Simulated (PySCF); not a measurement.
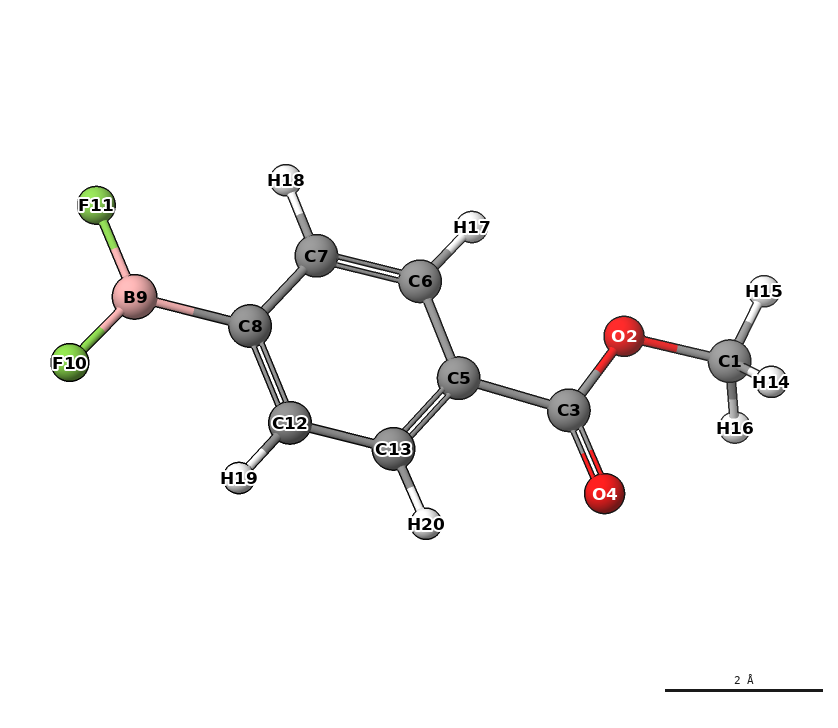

Numbered structure. Computed geometry: PBE0-D3(BJ)/def2-SVP optimisation. No frequency run is at hand to confirm it as a minimum.

List the bonds and their lengths. Leave out bonds to hydrogen.

```json
{"bond": "C1–O2", "length (Å)": "1.416", "order": "single"}
{"bond": "O2–C3", "length (Å)": "1.336", "order": "single"}
{"bond": "C3–O4", "length (Å)": "1.205", "order": "double"}
{"bond": "C3–C5", "length (Å)": "1.490", "order": "single"}
{"bond": "C5–C6", "length (Å)": "1.399", "order": "aromatic"}
{"bond": "C5–C13", "length (Å)": "1.399", "order": "aromatic"}
{"bond": "C6–C7", "length (Å)": "1.390", "order": "aromatic"}
{"bond": "C7–C8", "length (Å)": "1.403", "order": "aromatic"}
{"bond": "C8–B9", "length (Å)": "1.549", "order": "single"}
{"bond": "C8–C12", "length (Å)": "1.404", "order": "aromatic"}
{"bond": "B9–F10", "length (Å)": "1.320", "order": "single"}
{"bond": "B9–F11", "length (Å)": "1.321", "order": "single"}
{"bond": "C12–C13", "length (Å)": "1.389", "order": "aromatic"}
```
